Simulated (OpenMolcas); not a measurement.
# SiH3 (silyl radical): levels of theory compared

We compute a comparison of 6 runs (ROHF/STO-3G, UHF/STO-3G, U-r2SCAN/STO-3G, UPBE/STO-3G, ROMP2/STO-3G, ROCCSD(T)/STO-3G) of SiH3 (silyl radical). 

Program for the calculation: OpenMolcas 26.06.

## (1) Starting point

SiH3: 4 atoms, total charge 0, spin state doublet. SMILES: `[SiH3]`. The Si1–H2 distance was set to 2.173 Å, away from the relaxed value. At this shape the atoms don't form one bonded unit as the SMILES string has it.

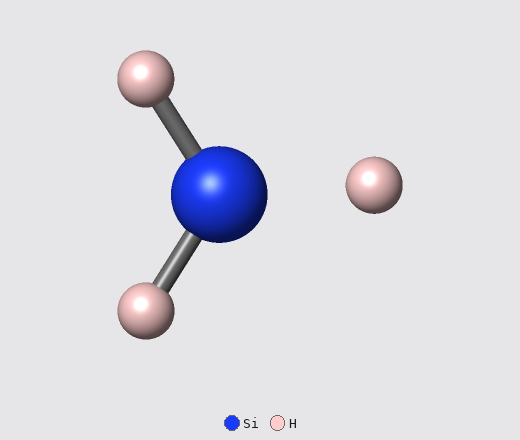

The structure, seen from a chosen angle (silicon blue, hydrogen pink).

## (2) A single-point energy at ROHF/STO-3G (run 1)

Input file struct.xyz:

```xyz
4

Si     0.016295    -0.359221    -0.725422
H      0.587110     0.661780     1.105640
H     -0.385225    -1.741911    -0.566942
H     -0.788975     0.418389    -1.644272
```

Input file step1.input:

```
&gateway
  baslib
  $CurrDir
  coord
  struct.xyz
  basis
  STO-3G
  group
  NoSym

&seward

&scf
  uhf
  spin
  2
  scramble
  0.25
  prorbitals
  1 1

&rasscf
  fileorb
  $Project.UnaOrb
  spin
  2
  nactel
  1 0 0
  inactive
  8
  ras2
  1
  outorbitals
  Canonical
  orblisting
  Nothing
```

The basis set STO-3G is read from a file made from the Basis Set Exchange's data (not shown).

On the command line:

```console
$ export MOLCAS_MEM=1860
$ pymolcas step1.input > step1.log
```

Standard output:

```text
--- Start Module: gateway ---
[...]
--- Stop Module: gateway /rc=_RC_ALL_IS_WELL_ ---
[...]
      Basis functions           12
[...]
--- Start Module: scf ---
[...]
       Convergence after  15 Iterations
[...]
::    Total SCF energy                               -287.1321280036
[...]
      Total spin, S                                     0.5019778074
[...]
--- Stop Module: scf /rc=_RC_ALL_IS_WELL_ ---
--- Start Module: rasscf ---
[...]
      Number of active orbitals                  1
[...]
      Spin quantum number                      0.5
[...]
      Active orbitals                            1
[...]
      Number of CSFs                             1
[...]
      Number of root(s) required                 1
[...]
      Convergence after 10 iterations
[...]
      printout of CI-coefficients larger than  0.05 for root  1
      energy=    -287.131980
      conf/sym  1     Coeff  Weight
             1  u   1.00000 1.00000
      Natural orbitals and occupation numbers for root  1
      sym 1:   1.000000
      ************************************************************************************************************************
      *                                                    Final results                                                     *
[...]
::    RASSCF root number  1 Total energy:   -287.13198042
[...]
      Total electronic charge=   17.000000
      Total            charge=   -0.000000
[...]
      Dipole Moment (debye):
      Origin of the operator (angstrom)=   -0.0044   -0.3457   -0.6906
                   X= -2.2950E-01               Y= -4.7623E-01               Z= -8.6689E-01           Total=  1.0154E+00
      Quadrupole Moment (debye*angstrom):
[...]
--- Stop Module: rasscf /rc=_RC_ALL_IS_WELL_ ---
[...]
```

It took 2 s on 1 thread of Arm Neoverse V2, shared host; peak memory 0.37 GiB.

## (3) A single-point energy at UHF/STO-3G (run 2)

struct.xyz is that of step 2.

Input file mol.inp:

```
* H3Si Hartree-Fock
>>> EXPORT MOLCAS_PRINT=2

&GATEWAY
 BASLIB = $CurrDir
 COORD = struct.xyz
 BASIS = STO-3G
 GROUP = NoSym

&SEWARD

&SCF
 UHF
 SPIN = 2
 THRESHOLDS = 1e-10 1e-07 1e-07 1e-05
 PRORBITALS = 1 1
```

The basis set STO-3G is read from a file made from the Basis Set Exchange's data (not shown).

On the command line:

```console
$ export MOLCAS_MEM=1860
$ pymolcas mol.inp > mol.log
```

Standard output:

```text
--- Start Module: gateway ---
[...]
--- Stop Module: gateway /rc=_RC_ALL_IS_WELL_ ---
--- Start Module: seward ---
[...]
      Basis functions           12
--- Stop Module: seward /rc=_RC_ALL_IS_WELL_ ---
--- Start Module: scf ---
[...]
       Convergence after  30 Iterations
[...]
::    Total SCF energy                               -287.1480897959
[...]
      Total spin, S                                     0.6580108927
[...]
      Total electronic charge=   17.000000
      Total            charge=   -0.000000
[...]
      Dipole Moment (debye):
      Origin of the operator (angstrom)=   -0.0044   -0.3457   -0.6906
                   X= -3.4471E-01               Y= -3.3547E-01               Z= -5.4262E-01           Total=  7.2512E-01
      Quadrupole Moment (debye*angstrom):
[...]
--- Stop Module: scf /rc=_RC_ALL_IS_WELL_ ---
[...]
```

Wall time 1.7 s (1 thread of Arm Neoverse V2, shared host); peak memory 0.37 GiB.

Run 3 isn't shown in full; the table further down has it.

## (4) A single-point energy at UPBE/STO-3G (run 4)

struct.xyz is that of step 3.

Input file mol.input:

```
&GATEWAY
BasLib
$CurrDir
Coord
struct.xyz
Basis
STO-3G
Group
NoSym
&SEWARD
GridInput
Grid=UltraFine
End of Grid
&SCF
UHF
Spin
2
KSDFT
PBE
Thresholds
1e-10 1e-07 1e-07 1e-05
PrOrbitals
1 1
```

The basis set STO-3G is read from a file made from the Basis Set Exchange's data (not shown).

On the command line:

```console
$ export MOLCAS_MEM=1860
$ pymolcas mol.input > mol.log
```

Standard output:

```text
--- Start Module: gateway ---
[...]
--- Stop Module: gateway /rc=_RC_ALL_IS_WELL_ ---
--- Start Module: seward ---
[...]
      Basis functions           12
--- Stop Module: seward /rc=_RC_ALL_IS_WELL_ ---
--- Start Module: scf ---
[...]
       Convergence after  14 Iterations
[...]
::    Total KS-DFT energy                            -287.5693568311
[...]
      Total spin, S                                     0.5002979325
[...]
      Total electronic charge=   17.000000
      Total            charge=   -0.000000
[...]
      Dipole Moment (debye):
      Origin of the operator (angstrom)=   -0.0044   -0.3457   -0.6906
                   X= -2.9759E-01               Y= -3.7446E-01               Z= -6.3798E-01           Total=  7.9737E-01
      Quadrupole Moment (debye*angstrom):
[...]
--- Stop Module: scf /rc=_RC_ALL_IS_WELL_ ---
[...]
```

Run time: 3.9 s. Hardware: 1 thread of Arm Neoverse V2, shared host; peak memory 0.37 GiB.

Run 5 isn't shown in full; the table further down has it.

## (5) The energy at ROCCSD(T)/STO-3G (run 6)

struct.xyz is that of step 4.

Input file mol.inp:

```
&gateway
  baslib=$CurrDir
  coord=struct.xyz
  basis=STO-3G
  group=NoSym

&seward

&scf
  uhf
  spin=2
  thresholds=1e-10 1e-07 1e-07 1e-05
  prorbitals=1 1

&rasscf
  fileorb=$Project.UnaOrb
  spin=2
  nactel=1 0 0
  inactive=8
  ras2=1
  outorbitals=Canonical
  orblisting=Nothing

&motra
  jobiph
  frozen=5

&ccsdt
  cct
  triples=3
  iterations=80
  accuracy=1e-08
  extrapolation=5 4
```

The basis set STO-3G is read from a file made from the Basis Set Exchange's data (not shown).

On the command line:

```console
$ export MOLCAS_MEM=1860
$ pymolcas mol.inp > mol.log
```

Standard output:

```text
--- Start Module: gateway ---
[...]
--- Stop Module: gateway /rc=_RC_ALL_IS_WELL_ ---
[...]
      Basis functions           12
[...]
       Convergence after  30 Iterations
[...]
::    Total SCF energy                               -287.1480897959
[...]
      Total spin, S                                     0.6580108927
[...]
      Number of active orbitals                  1
[...]
      Spin quantum number                      0.5
[...]
      Active orbitals                            1
[...]
      Number of CSFs                             1
[...]
      Number of root(s) required                 1
[...]
      Convergence after 14 iterations
[...]
      printout of CI-coefficients larger than  0.05 for root  1
      energy=    -287.131980
      conf/sym  1     Coeff  Weight
             1  u   1.00000 1.00000
      Natural orbitals and occupation numbers for root  1
      sym 1:   1.000000
      ************************************************************************************************************************
      *                                                    Final results                                                     *
[...]
::    RASSCF root number  1 Total energy:   -287.13198042
[...]
      Total electronic charge=   17.000000
      Total            charge=   -0.000000
[...]
      Dipole Moment (debye):
      Origin of the operator (angstrom)=   -0.0044   -0.3457   -0.6906
                   X= -2.2949E-01               Y= -4.7623E-01               Z= -8.6690E-01           Total=  1.0154E+00
      Quadrupole Moment (debye*angstrom):
[...]
--- Start Module: motra ---
[...]
      *** WARNING: Default frozen orbitals is overwritten by user input.
      *** Default values:   2
[...]
--- Stop Module: motra /rc=_RC_ALL_IS_WELL_ ---
--- Start Module: ccsdt ---
[...]
      Convergence after                    22  Iterations
      Total energy (diff) :    -287.22234434      -0.00000001
[...]
 METHOD                       : CCSD+T(CCSD)+<T3(1)WT1>+<T3(1)UT2> = CCSD(T)
[...]
       CCSD     =      -287.2223443437248
[...]
--- Stop Module: ccsdt /rc=_RC_ALL_IS_WELL_ ---
[...]
```

It took 2.4 s on 1 thread of Arm Neoverse V2, shared host; peak memory 0.37 GiB.

## (6) All runs side by side

```tsv
run	level	scramble	SCF convergence threshold	integration grid	energy (Eh)	dipole moment (D)	wall time
1	ROHF/STO-3G	0.25	–	–	-287.131980	1.02	2 s
2	UHF/STO-3G	–	1e-10	–	-287.148090	0.73	1.7 s
3	U-r2SCAN/STO-3G	–	1e-10	UltraFine	-287.710991	0.86	5.7 s
4	UPBE/STO-3G	–	1e-10	UltraFine	-287.569357	0.80	3.9 s
5	ROMP2/STO-3G	–	1e-10	–	-287.186629	–	2.4 s
6	ROCCSD(T)/STO-3G	–	1e-10	–	-287.223375	–	2.4 s
```

## (7) Results

| quantity | value |
| --- | --- |
| run 6: total energy | -287.22337 Eh |
| run 6: (T) correction | -1.03 mEh |

In words: Among the runs that give it from their own density at one geometry, the dipole moment runs from 0.73 D (UHF/STO-3G) to 1.02 D (ROHF/STO-3G). Totals of different functionals can't be ranked against each other. In runs 1, 2, 3, 4, 5, 6 the basis is minimal, so dipoles, gaps and forces are rough. Spin contamination of the reference: run 2 ⟨S²⟩ = 1.09. All runs together took 18 s, the longest 5.7 s.
